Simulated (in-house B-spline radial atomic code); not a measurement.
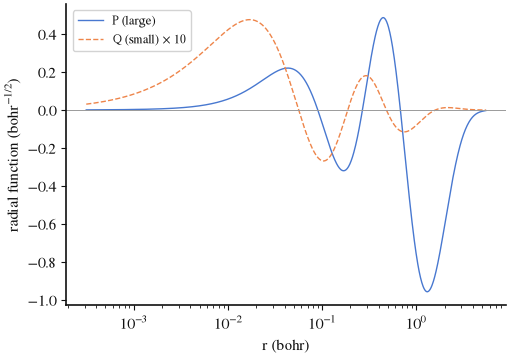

System: Gd³⁺ (Z = 64, 61 electrons), configuration [Xe] 4f7 (open shells shared over both j by 2j + 1). Level of theory: Dirac-Hartree-Fock, average of configuration, Fermi nucleus, basis-set limit. Computed with an in-house B-spline radial code.

The plot shows the large and small radial components of the 5p1/2 spinor.

> Describe it and give its main numbers.

The spinor has κ = 1: the large component has l = 1 and 3 radial nodes (r = 0.0901, 0.268 and 0.679 bohr), the small one has l = 0. The small component carries 0.021 % of the norm; ⟨r⟩ = 1.49 bohr and the eigenvalue is −61.5 eV.
